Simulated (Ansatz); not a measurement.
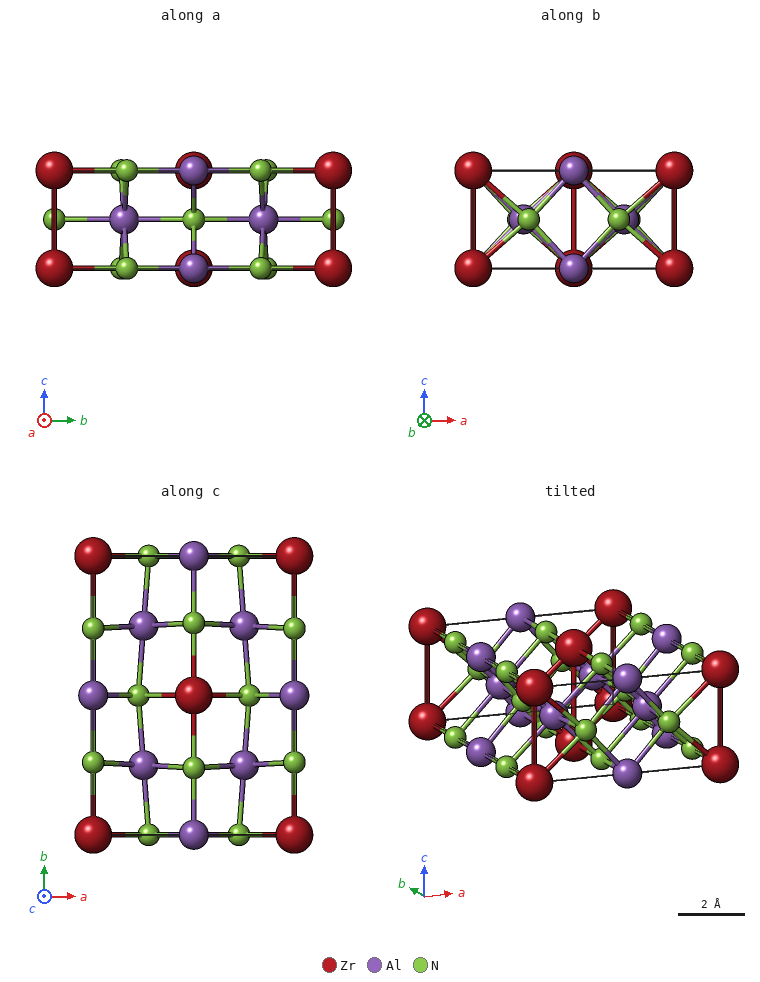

Crystal structure, ball-and-stick style, seen along the a axis, along the b axis, along the c axis and slightly off an axis. The wireframe shows the conventional unit cell.

Lattice parameters: a = 6.104 Å, b = 8.458 Å, c = 2.968 Å, α = 90.00°, β = 90.00°, γ = 90.00°.

### Convert the drawing into a table of Wyckoff sites, with free fractional coordinates to two decimals.

Space group Cmmm (No. 65).
| atom | site | x | y | z |
| --- | --- | --- | --- | --- |
| Zr | 2a | 0.50 | 0.50 | 0.00 |
| Al | 4f | 0.75 | 0.75 | 0.50 |
| Al | 2b | 0.50 | 0.00 | 0.00 |
| N | 4h | 0.28 | 0.00 | 0.50 |
| N | 4i | 0.50 | 0.24 | 0.00 |

The model was built from a structure type filled with these elements by a generator (whether the compound takes this form wasn't checked). Atoms and cell were optimised with DFT PBE, scalar-relativistic, plane waves, PAW (Ansatz).
